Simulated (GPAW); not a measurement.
# A workflow on CF3 (trifluoromethyl radical)

We compute a geometry optimisation (UPBE-D3(0)/dzp), then vibrational wavenumbers (UPBE-D3(0)/dzp) of CF3 (trifluoromethyl radical). 

The calculation is run with GPAW 26.7.0.

1 further run of the same task is left out (it didn't finish).

### 1 The structure to begin with

The species is CF3 (4 atoms), meant as a doublet with charge 0. SMILES: `F[C](F)F`. All atoms were displaced at random from a relaxed shape. The run starts from this shape.

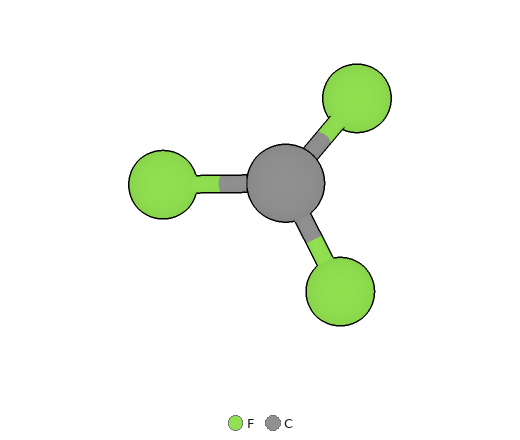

The structure, seen from a chosen angle (fluorine green, carbon grey).

### 2 A geometry optimisation at UPBE-D3(0)/dzp (scalar-relativistic datasets, max step 0.04) (run 1)

The input, molecule.py:

```python
from ase import Atoms
from ase.calculators.mixing import SumCalculator
from ase.io import write
from ase.optimize import BFGS
from dftd3.ase import DFTD3
from gpaw import GPAW
from gpaw.utilities.adjust_cell import adjust_cell

system = Atoms(['F', 'C', 'F', 'F'],
    positions=[[ -1.266602,  -0.013159,   0.319935],
               [ -0.010390,  -0.100629,  -0.277154],
               [  0.636341,  -1.066994,   0.252948],
               [  0.611032,   1.133918,  -0.143585]])
adjust_cell(system, 3.0, h=0.2)
system.set_initial_magnetic_moments([1.0, 0.0, 0.0, 0.0])

gpaw_calc = GPAW(mode='lcao',
                 basis='dzp',
                 h=0.2,
                 xc='PBE',
                 occupations={'name': 'fermi-dirac', 'width': 0.02, 'fixmagmom': True},
                 maxiter=100,
                 symmetry='off',
                 txt='-')
system.calc = SumCalculator([DFTD3(method='PBE', damping='d3zero'), gpaw_calc])

opt = BFGS(system, trajectory='molecule.traj', maxstep=0.04)
converged = opt.run(fmax=0.05, steps=100)
print('Converged:', converged)
print(f'Final energy            {system.get_potential_energy():.5f} eV')
print(f'r(F3-C1) = {system.get_distance(3, 1):.4f} Ang')
print(f'r(C1-F0): {system.get_distance(1, 0):.4f} Ang')
write('relaxed.xyz', system)
```

The run is started by

```
$ python3 -u molecule.py | tee molecule.out
```

Log:

```text
[...]
Number of symmetries: 1
[...]
  Number of IBZ points: 1
[...]
basis functions: 52
Spin-components: 2 (collinear spins)
Bands:           16
[...]
  Valence electrons: 25.0
[...]
  Grid points: [40 44 36]
  Charge: 0.0  # |e|
[...]
    cutoffs:
[...]
occupation numbers:
  Fixed magnetic moment: 1.000
[...]
xc functional:
  name: PBE with 2 nearest neighbor stencil
[...]
|iter     |     time |      energy | eigst |  dens |  magmom |
[...]
|iter:   1| 00:00:02 |  -16.813003 |      c|       |  +0.9976|
[...]
Converged in 10 steps
[...]
dipole moment: (0.080358, -0.110022, -0.027132)  # |e|*Ang
Total magnetic moment: (0.000000, 0.000000, 0.999999)
[...]
Converged in 9 steps
[...]
Converged in 6 steps
[...]
Converged in 6 steps
[...]
Converged in 5 steps
[...]
|iter:   5| 00:00:17 |  -17.066386c|      c| -4.41c|  +1.0000|
Converged in 5 steps
[...]
Energy contributions relative to reference atoms: (reference = -9169.870471)
Energy contributions:
  Kinetic:          22.071674
  Coulomb:         -19.937837
  Zero:              1.340906
  External:          0.000000
  Xc:              -20.541129
  Entropy:          -0.000000
  Spinorbit:         0.000000
  ----------------------------
  Free energy:     -17.066386
  Extrapolated:    -17.066386
[...]
Total magnetic moment: (0.000000, 0.000000, 1.000018)
Local magnetic moments
|        x |        y |        z |
|----------|----------|----------|
| 0.000000 | 0.000000 | 0.077859 |  # F    0
| 0.000000 | 0.000000 | 0.285866 |  # C    1
| 0.000000 | 0.000000 | 0.077596 |  # F    2
| 0.000000 | 0.000000 | 0.077434 |  # F    3
Fermi levels: -0.256, -4.686
Eigenvalues  # (at kpt = [0.000, 0.000, 0.000])
| band index |      eig [eV] | occ [0-1] |      eig [eV] | occ [0-1] |
|------------|---------------|-----------|---------------|-----------|
|          0 |       -32.979 |     1.000 |       -32.768 |     1.000 |
|        ... |               |           |               |           |
|          5 |       -14.596 |     1.000 |       -14.358 |     1.000 |
|          6 |       -13.393 |     1.000 |       -12.616 |     1.000 |
|          7 |       -11.160 |     1.000 |       -10.995 |     1.000 |
|          8 |       -11.150 |     1.000 |       -10.985 |     1.000 |
|          9 |       -10.400 |     1.000 |       -10.223 |     1.000 |
|         10 |       -10.393 |     1.000 |       -10.217 |     1.000 |
|         11 |        -9.750 |     1.000 |        -9.670 |     1.000 |
|         12 |        -5.857 |     1.000 |        -3.428 |     0.000 |
|         13 |         2.817 |     0.000 |         3.124 |     0.000 |
|         14 |         3.221 |     0.000 |         3.984 |     0.000 |
[...]
Gap: 6.246 eV
Transition (v -> c):
[...]
Forces  # eV/Ang
|        x |        y |        z |
|----------|----------|----------|
|  0.04653 |  0.00644 | -0.00748 |  # F    0
|  0.00061 |  0.01209 | -0.01538 |  # C    1
| -0.00156 |  0.02920 |  0.01467 |  # F    2
|  0.00577 | -0.02760 | -0.00716 |  # F    3
Force computation time: 0.086  # s
BFGS:    6 hh:mm:ss      -17.073867        0.034679
Converged: True
Final energy            -17.07387 eV
r(F3-C1) = 1.3502 Ang
r(C1-F0): 1.3515 Ang
```

Wall time 17 s (1 thread of Arm Neoverse V2, shared host); peak memory 0.31 GiB.

Step by step:

```csv
step,energy from the first frame kept (eV),largest force (eV/Å)
0,0.0000,3.8147
1,-0.1419,0.7375
2,-0.1528,0.3021
3,-0.1566,0.2481
4,-0.1594,0.1465
5,-0.1597,0.0619
6,-0.1598,0.0347
```

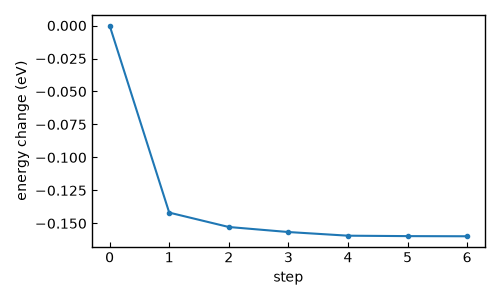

Energy along the run.

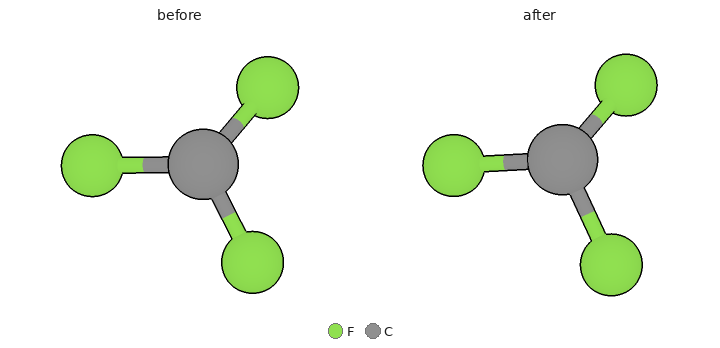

Before and after, at one scale.

After the run. Bond lengths: F1–C2 1.351 Å, C2–F3 1.350 Å, C2–F4 1.350 Å. Angles: F1–C2–F3 111.3°, F1–C2–F4 111.1°, F3–C2–F4 110.8°.

### 3 Vibrational wavenumbers at UPBE-D3(0)/dzp (scalar-relativistic datasets, shape nonlinear) (run 2)

The input, relaxed.xyz:

```xyz
4
Lattice="8.0 0.0 0.0 0.0 8.8 0.0 0.0 0.0 7.2" Properties=species:S:1:pos:R:3:initial_magmoms:R:1:forces:R:3 energy=-17.07386657451093 pbc="F F F"
F        3.04387613       4.36700317       3.88197570       1.00000000       0.03359976       0.00638259      -0.00574332
C        4.26814144       4.29726742       3.31379830       0.00000000       0.00058278       0.01205560      -0.01556374
F        4.99381264       3.28550362       3.83637624       0.00000000       0.00525457       0.01822130       0.01593833
F        4.92673872       5.47022318       3.43017026       0.00000000       0.01190367      -0.01653343      -0.00999103
```

The input, vib.py:

```python
from ase.calculators.mixing import SumCalculator
from ase.io import read
from ase.thermochemistry import IdealGasThermo
from ase.vibrations import Vibrations
from dftd3.ase import DFTD3
from gpaw import GPAW

# Set up the molecule
mol = read('relaxed.xyz')
mol.set_initial_magnetic_moments([1.0, 0.0, 0.0, 0.0])

# GPAW settings
calc = GPAW(mode='lcao',
            basis='dzp',
            h=0.2,
            xc='PBE',
            occupations={'name': 'fermi-dirac', 'width': 0.02, 'fixmagmom': True},
            convergence={'density': 1e-05},
            maxiter=100,
            symmetry='off',
            txt='run.txt')
mol.calc = SumCalculator([DFTD3(method='PBE', damping='d3zero'), calc])

energy = mol.get_potential_energy()
vib = Vibrations(mol, delta=0.015, nfree=4)
vib.run()
vib.summary()
freqs = vib.get_frequencies()
zpe = vib.get_zero_point_energy()

thermo = IdealGasThermo(vib_energies=vib.get_energies(), potentialenergy=energy, atoms=mol, geometry='nonlinear',
                        symmetrynumber=3, spin=0.5, ignore_imag_modes=True)
H = thermo.get_enthalpy(200.0, verbose=False)
S = thermo.get_entropy(200.0, 100000.0, verbose=False)
G = thermo.get_gibbs_energy(temperature=200.0, pressure=100000.0)
```

The run is started by

```
$ python vib.py > vib.log
```

Log:

```text
---------------------
  #    meV     cm^-1
---------------------
  0   15.6i    126.1i
  1    7.0      56.5
  2   13.4     108.2
  3   15.7     126.7
  4   19.7     158.5
  5   22.3     179.5
  6   57.9     466.7
  7   60.3     486.0
  8   80.7     651.0
  9  126.4    1019.5
 10  147.3    1188.4
 11  149.5    1205.9
---------------------
Zero-point energy: 0.350 eV
Enthalpy components at T = 200.00 K:
===============================
Enthalpy components at T = 200.00 K:
===============================
E_pot                -17.074 eV
E_ZPE                  0.311 eV
Cv_trans (0->T)        0.026 eV
Cv_rot (0->T)          0.026 eV
Cv_vib (0->T)          0.005 eV
-------------------------------
U                    -16.706 eV
===============================
(C_v -> C_p)           0.017 eV
-------------------------------
H                    -16.689 eV
===============================

Entropy components at T = 200.00 K and P = 100000.0 Pa:
=================================================
{"":15s}{"S":13s}     {"T*S:13s}
S_trans (1 bar)    0.0015895 eV/K        0.318 eV
S_rot              0.0008875 eV/K        0.178 eV
S_elec             0.0000597 eV/K        0.012 eV
S_vib              0.0000309 eV/K        0.006 eV
S (1 bar -> P)    -0.0000000 eV/K       -0.000 eV
-------------------------------------------------
S                  0.0025677 eV/K        0.514 eV
=================================================

Free energy components at T = 200.00 K and P = 100000.0 Pa:
=======================
    H        -16.689 eV
 -T*S         -0.514 eV
-----------------------
    G        -17.203 eV
=======================
```

run.txt, shortened:

```text
[...]
Converged in 9 steps
[...]
dipole moment: (-0.004743, -0.007523, -0.027891)  # |e|*Ang
[...]
Converged in 8 steps
[...]
Energy contributions relative to reference atoms: (reference = -9169.870471)
Energy contributions:
  Kinetic:          22.051472
  Coulomb:         -19.943000
  Zero:              1.341396
  External:          0.000000
  Xc:              -20.513966
  Entropy:          -0.000000
  Spinorbit:         0.000000
  ----------------------------
  Free energy:     -17.064098
  Extrapolated:    -17.064098
dipole moment: (-0.006142, -0.010074, -0.029989)  # |e|*Ang
Total magnetic moment: (0.000000, 0.000000, 0.999992)
Local magnetic moments
|        x |        y |        z |
|----------|----------|----------|
| 0.000000 | 0.000000 | 0.078165 |  # F    0
| 0.000000 | 0.000000 | 0.284857 |  # C    1
| 0.000000 | 0.000000 | 0.077922 |  # F    2
| 0.000000 | 0.000000 | 0.077389 |  # F    3
Fermi levels: 0.066, -4.554
Eigenvalues  # (at kpt = [0.000, 0.000, 0.000])
| band index |      eig [eV] | occ [0-1] |      eig [eV] | occ [0-1] |
|------------|---------------|-----------|---------------|-----------|
|          0 |       -32.978 |     1.000 |       -32.768 |     1.000 |
|        ... |               |           |               |           |
|          5 |       -14.573 |     1.000 |       -14.334 |     1.000 |
|          6 |       -13.390 |     1.000 |       -12.613 |     1.000 |
|          7 |       -11.160 |     1.000 |       -10.994 |     1.000 |
[... 7 lines of this table left out ...]
|         15 |         3.222 |     0.000 |         3.991 |     0.000 |
Gap: 6.424 eV
Transition (v -> c):
[...]
Forces  # eV/Ang
|        x |        y |        z |
|----------|----------|----------|
|  0.00837 | -0.05181 | -0.06050 |  # F    0
|  0.08798 |  0.16543 |  0.19011 |  # C    1
| -0.03132 | -0.02904 | -0.03900 |  # F    2
| -0.00602 | -0.07117 | -0.15814 |  # F    3
Force computation time: 0.085  # s
timing:  # [seconds]
  Total:  141.817  # ━━━━━━━━━━━━━━━━━━━━━━━━━━━━━━━━━━━━━━━━━━━━━━━━━━━━━━━━
  Init:     1.256  # ╸
  SCF:    118.640  # ━━━━━━━━━━━━━━━━━━━━━━━━━━━━━━━━━━━━━━━━━━━━━━━
  Forces:   4.190  # ━╸
  Move:    17.554  # ━━━━━━━
```

Run time: 2.4 min. Hardware: 1 thread of Arm Neoverse V2, shared host; peak memory 0.36 GiB.

### 4 Outcome

```
                                                                                   quantity             value
              run 1, UPBE-D3(0)/dzp: energy as printed (from the program's reference atoms)       -17.0739 eV
                                                       run 1, UPBE-D3(0)/dzp: dipole moment            0.13 D
                                  run 1, UPBE-D3(0)/dzp: HOMO energy (highest over α and β)          -5.86 eV
                                   run 1, UPBE-D3(0)/dzp: LUMO energy (lowest over α and β)          -3.43 eV
                                                   run 1, UPBE-D3(0)/dzp: dispersion energy      -0.72 kJ/mol
                                          run 2, UPBE-D3(0)/dzp: lowest harmonic wavenumber          467 cm⁻¹
                                         run 2, UPBE-D3(0)/dzp: highest harmonic wavenumber         1206 cm⁻¹
                                                   run 2, UPBE-D3(0)/dzp: zero-point energy       30.0 kJ/mol
run 2, UPBE-D3(0)/dzp: ideal-gas entropy at 200 K and 100000 Pa (symmetry number 3 as used)  59.2 cal/(mol K)
```

**Reading.** The optimisation (run 1, UPBE-D3(0)/dzp) took 6 steps and changed the energy by -0.160 eV. All 6 modes (run 2, UPBE-D3(0)/dzp) are real, so the shape is a minimum at this level.
